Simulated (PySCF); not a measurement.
C4H6O2Si (SMILES C=C1[SiH2][C@H]1OC=O)

Input

```
{"job": {"kind": "uv", "xc": "CAM-B3LYP", "basis": "def2-SVPD", "nstates": 8, "ntriplets": 3}, "charge": 0, "multiplicity": 1}
C     -1.948225    -1.035570    -0.395460
C     -1.155979    -0.198006     0.238823
Si    -0.482196     0.657861     1.744892
C      0.166192     0.456199    -0.050721
O      1.233091    -0.440388    -0.348035
C      2.203836    -0.010173    -1.120191
O      2.307661     1.071381    -1.627492
H     -2.845334    -1.428294     0.056559
H     -1.743099    -1.356841    -1.407287
H      0.131693    -0.164427     2.769485
H     -0.977848     1.973787     2.100911
H      0.162529     1.297581    -0.739877
H      2.943291    -0.822624    -1.239334
```

Command:

```sh
OMP_NUM_THREADS=1 python probes_run.py task.json out
```

Geometry: GFN2-xTB.

Level of theory: PySCF, CAM-B3LYP/def2-SVPD, SCF density, gas phase.

Question: What will maps of the electron density and electron localisation function show?

Answer: C–C (1.32 Å): ρ is about 2.3 e/Å³ halfway; the ELF peaks at about 0.90 between the atoms (a short, multiple covalent bond).
C–Si (1.86 Å): ρ at the midpoint is about 0.86 e/Å³; the ELF peaks at about 0.85 between the atoms, as expected for a shared electron pair.
C–H (1.08 Å): the density is about 2 e/Å³ at the midpoint; the ELF climbs to about 1 towards the hydrogen, as it does in any bond to H (an ordinary covalent bond to hydrogen).
C–C (1.50 Å): the density is about 1.7 e/Å³ at the midpoint; the ELF peaks at about 0.95 between the atoms; localised, covalent bonding.

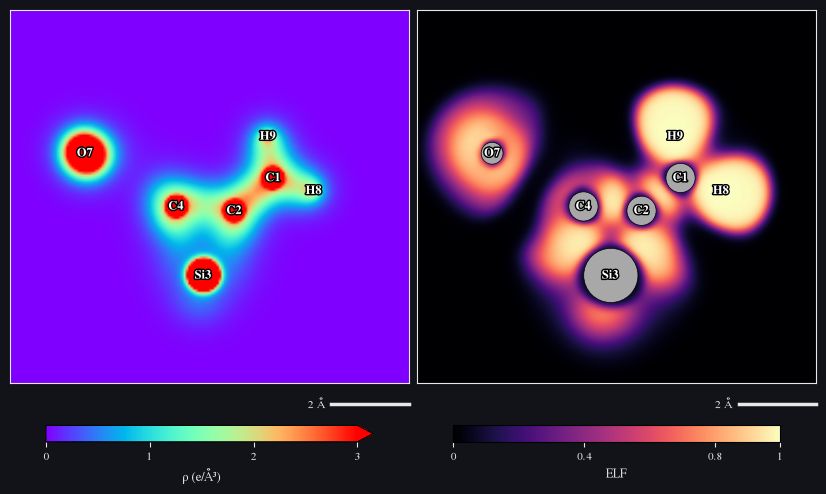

Computed electron density and electron localisation function on the plane of atoms H8, C1 and H9, in this order. Grey discs cover the atomic cores in the ELF map. 
